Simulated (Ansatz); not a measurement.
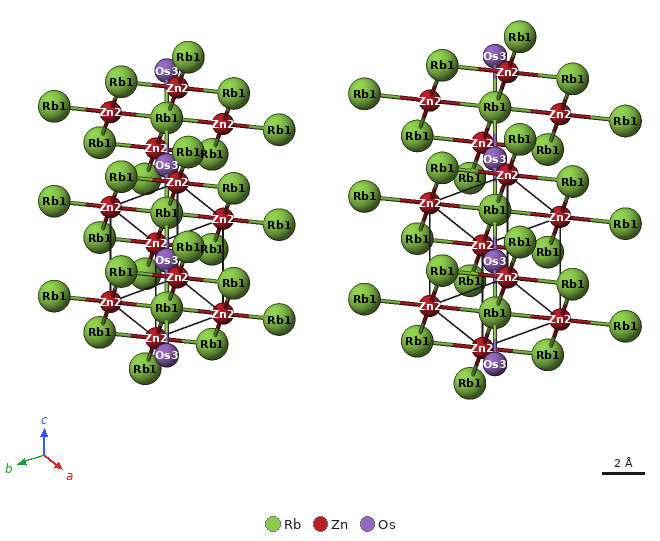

Two geometries of solid RbZnOs (a generated structure, set up in P4/mmm) (coarse preliminary run), drawn at one scale. One is the start of a relaxation, the other its converged end. The picture is a ball-and-stick view of the cell of the calculation, repeated 1 × 1 × 2 with one cell outlined, seen from a free direction.

Level of theory: DFT PBE, scalar-relativistic, plane waves, PAW in Ansatz 0.2.0. Set-up: plane-wave cutoff 420 eV; k-point mesh 4 × 4 × 4; occupations gaussian; smearing width 0.1 eV; no spin polarisation; cell and atoms relaxed; force threshold 0.04 eV/Å; at most 70 steps.

> Which one is relaxed?

The right one is the relaxed one. Over 5 accepted moves (7 points after the start) the energy falls by 0.384 eV per cell of the calculation. All forces vanish by symmetry, so only the cell relaxes. Pressure: 4.20 GPa at the start and 0.02 GPa at the end. The SCF was repeated twice at an unchanged geometry on a basis and grid sized afresh for the cell, which shifted the energy by 22.3 meV per cell of the calculation at most. No atom moves by more than 0.005 Å relative to the cell. Cell: a = b 3.930 → 4.560 Å (+16.0 %), c 5.478 → 5.926 Å (+8.2 %). Volume +45.7 %. Among the contacts that change: Rb1–Zn2 2.779 → 3.225 Å, Rb1–Os3 2.739 → 2.963 Å. The space group stays P4/mmm (No. 123). Cost: 23 s on 1 thread of Arm Neoverse V2, with other jobs on the host, peak memory 0.4 GiB.

Limits of the set-up: the k-point mesh is coarse for a cell with partly filled bands.
